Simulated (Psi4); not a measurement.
# BH2O (SMILES [BH]O) at UPBE/cc-pVTZ

What is the vertical ionisation energy of BH2O at UPBE/cc-pVTZ? 

Program for the calculation: Psi4 1.11.

6 further runs of the same task are left out: 4 that didn't finish, 2 set aside as unsound or not needed.

### Step 1. The system as given

BH2O: 4 atoms, total charge 0, spin state doublet. SMILES: `[BH]O`. Geometry: relaxed at PBE0-D4/def2-TZVP.

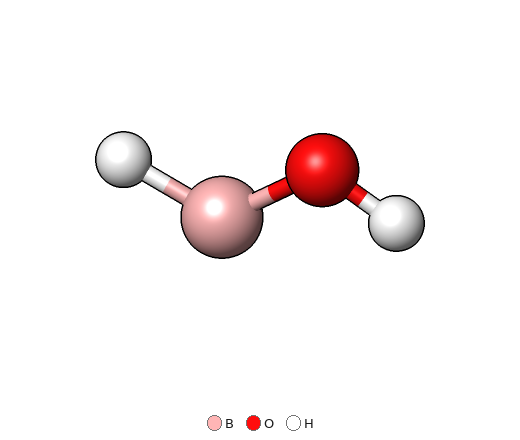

The structure, seen from a chosen angle (boron pink, oxygen red, hydrogen white).

### Step 2. Energy and gradient at UPBE/cc-pVTZ

Contents of bh2o.xyz:

```xyz
4
BH2O
B     -0.006100    -0.485500     0.388300
O      0.119700     0.544500    -0.448600
H     -1.064200    -1.032400     0.540300
H      1.006100     0.913200    -0.500300
```

Contents of calc.py:

```python
import psi4

psi4.set_memory(1600000000)
psi4.set_num_threads(1)
psi4.core.set_output_file('output.dat', False)

with open('bh2o.xyz') as f:
    atoms = ''.join(f.readlines()[2:])
mol = psi4.geometry('0 2\n' + atoms + 'symmetry c1')

options = {'basis': 'cc-pVTZ', 'reference': 'uks', 'puream': True, 'e_convergence': 1e-09, 'd_convergence': 1e-08, 'scf_type': 'pk', 'dft_radial_points': 99, 'dft_spherical_points': 590, 'maxiter': 200}
psi4.set_options(options)

e_tot, wfn = psi4.gradient('pbe', molecule=mol, return_wfn=True)
psi4.oeprop(wfn, 'WIBERG_LOWDIN_INDICES', 'DIPOLE', 'QUADRUPOLE', title='PBE')
print('gradient / Eh bohr^-1')
print(e_tot.np.round(6))
print(f'energy = {wfn.energy():.10f} Eh')
```

Run with:

```sh
$ python calc.py
```

output.dat:

```text
[...]
  Running in c1 symmetry.
[...]
  Nuclear repulsion =   25.941696431051930
[...]
  Multiplicity = 2
[...]
  Nalpha       = 8
  Nbeta        = 7
[...]
    Number of basis functions: 88
[...]
   @UKS iter   1:  -100.95128373794013   -2.58281e-01   8.23367e-03 ADIIS/DIIS
[...]
   @UKS iter  11:  -101.14824689724790   -2.13163e-12   3.68587e-09 DIIS
[...]
   @S^2 Observed:                7.520731897E-01
[...]
    Orbital Energies [Eh]
    ---------------------
    Alpha Occupied:
       1A    -18.803540     2A     -6.548356     3A     -0.973237
       4A     -0.540773     5A     -0.387996     6A     -0.367491
       7A     -0.347131     8A     -0.156481
    Alpha Virtual:
       9A     -0.058836    10A      0.002709    11A      0.106009
      12A      0.120738    13A      0.153092    14A      0.168781
      15A      0.190454    16A      0.308795    17A      0.334830
      18A      0.340400    19A      0.388911    20A      0.427160
      21A      0.473720    22A      0.517682    23A      0.573052
      24A      0.584845    25A      0.706119    26A      0.710889
[...]
  @UKS Final Energy:  -101.14824689724790
   => Energetics <=
    Nuclear Repulsion Energy =             25.9416964310519305
    One-Electron Energy =                -188.6813176387517217
    Two-Electron Energy =                  74.8202499631428282
    DFT Exchange-Correlation Energy =     -13.2288756526909310
    Empirical Dispersion Energy =           0.0000000000000000
    VV10 Nonlocal Energy =                  0.0000000000000000
    Total Energy =                       -101.1482468972479012
[...]
  -Total Gradient:
     Atom            X                  Y                   Z
    ------   -----------------  -----------------  -----------------
       1       -0.002432114150     0.006158556997    -0.005937441791
       2        0.008366264984    -0.003612089797     0.005535301602
       3        0.002803802836     0.001015788625    -0.000040121388
       4       -0.008737704979    -0.003565664106     0.000445227051
[...]
 Multipole Moments:
 ------------------------------------------------------------------------------------
     Multipole            Electronic (a.u.)      Nuclear  (a.u.)        Total (a.u.)
 ------------------------------------------------------------------------------------
 L = 1.  Multiply by 2.5417464519 to convert [e a0] to [Debye]
 Dipole X            :          0.5183631           -0.1051617            0.4132014
 Dipole Y            :          0.1352075            0.2503438            0.3855513
 Dipole Z            :          0.0382575           -0.2436892           -0.2054317
 Magnitude           :                                                    0.6013214
 L = 2.  Multiply by 1.3450342976 to convert [e a0^2] to [Debye ang]
 Quadrupole XX       :        -16.6676749            7.8900249           -8.7776500
 Quadrupole XY       :         -7.3055730            8.7432569            1.4376839
[...]
```

On the terminal:

```text
gradient / Eh bohr^-1
[[-2.432e-03  6.159e-03 -5.937e-03]
 [ 8.366e-03 -3.612e-03  5.535e-03]
 [ 2.804e-03  1.016e-03 -4.000e-05]
 [-8.738e-03 -3.566e-03  4.450e-04]]
energy = -101.1482468972 Eh
```

Run time: 36 s. Hardware: 1 thread of Intel Xeon at 2.70GHz, shared host; peak memory 0.87 GiB.

### Step 3. The singlet cation

Contents of job.inp:

```
memory 1.6 GB

molecule system {
  1 1
  B     -0.006100    -0.485500     0.388300
  O      0.119700     0.544500    -0.448600
  H     -1.064200    -1.032400     0.540300
  H      1.006100     0.913200    -0.500300
  units angstrom
  symmetry c1
}

set globals {
  basis cc-pVTZ
  puream true
  e_convergence 1e-09
  d_convergence 1e-08
  scf_type pk
  dft_radial_points 99
  dft_spherical_points 590
}

result, w = gradient('pbe', return_wfn=True)
oeprop(w, 'MAYER_INDICES', 'QUADRUPOLE', 'LOWDIN_CHARGES', title='PBE')
```

Run with:

```sh
$ psi4 -i job.inp -o job.out -n 1
```

job.out:

```text
[...]
  Running in c1 symmetry.
[...]
  Nuclear repulsion =   25.941696431051930
[...]
  Multiplicity = 1
[...]
  Nalpha       = 7
  Nbeta        = 7
[...]
    Number of basis functions: 88
[...]
   @RKS iter   1:  -100.68074181552663    1.22614e-02   7.64489e-03 DIIS/ADIIS
[...]
   @RKS iter  11:  -100.84134714917084   -5.24381e-12   2.05488e-09 DIIS
[...]
    Orbital Energies [Eh]
    ---------------------
    Doubly Occupied:
       1A    -19.129123     2A     -6.940620     3A     -1.284068
       4A     -0.845345     5A     -0.693387     6A     -0.679948
       7A     -0.649733
[...]
  @RKS Final Energy:  -100.84134714917084
   => Energetics <=
    Nuclear Repulsion Energy =             25.9416964310519305
    One-Electron Energy =                -183.8927730021767957
    Two-Electron Energy =                  70.0090840085791939
    DFT Exchange-Correlation Energy =     -12.8993545866251669
    Empirical Dispersion Energy =           0.0000000000000000
    VV10 Nonlocal Energy =                  0.0000000000000000
    Total Energy =                       -100.8413471491708435
[...]
  -Total Gradient:
     Atom            X                  Y                   Z
    ------   -----------------  -----------------  -----------------
       1        0.049320055322    -0.062920310064     0.067933603986
       2       -0.014301451391     0.065852193186    -0.060097913177
       3       -0.013368820314     0.020776797854    -0.021573631499
       4       -0.021649449522    -0.023711999468     0.013740855109
[...]
 Multipole Moments:
 ------------------------------------------------------------------------------------
     Multipole            Electronic (a.u.)      Nuclear  (a.u.)        Total (a.u.)
 ------------------------------------------------------------------------------------
 L = 1.  Multiply by 2.5417464519 to convert [e a0] to [Debye]
 Dipole X            :          0.7068597           -0.1051617            0.6016980
 Dipole Y            :         -0.8305054            0.2503438           -0.5801616
 Dipole Z            :          0.9132349           -0.2436892            0.6695457
 Magnitude           :                                                    1.0709433
 L = 2.  Multiply by 1.3450342976 to convert [e a0^2] to [Debye ang]
 Quadrupole XX       :        -12.6886815            7.8900249           -4.7986566
 Quadrupole XY       :         -7.1276965            8.7432569            1.6155604
[...]
```

Wall time 23 s (1 thread of Intel Xeon at 2.70GHz, shared host); peak memory 0.88 GiB.

### Step 4. What came out

At UPBE/cc-pVTZ:

| quantity | value |
| --- | --- |
| doublet BH2O: total energy | -101.14825 Eh |
| doublet BH2O: dipole moment | 1.53 D |
| doublet BH2O: HOMO energy (highest over α and β) | -4.26 eV |
| doublet BH2O: LUMO energy (lowest over α and β) | -1.97 eV |
| doublet BH2O: ⟨S²⟩ | 0.752 |
| doublet BH2O: largest force on an atom | 0.548 eV/Å |
| singlet cation: total energy | -100.84135 Eh |
| singlet cation: HOMO energy | -17.68 eV |
| singlet cation: LUMO energy | -12.23 eV |
| singlet cation: HOMO–LUMO gap | 5.45 eV |
| singlet cation: largest force on an atom | 5.395 eV/Å |
| vertical ionisation energy (to the singlet cation) | 8.351 eV |

What this shows: The vertical ionisation energy comes to 8.35 eV (806 kJ/mol). The largest force (doublet BH2O) is 0.55 eV/Å: the shape isn't a stationary point for this species at this level. Only the singlet of the ionised species was computed; a triplet could lie lower.
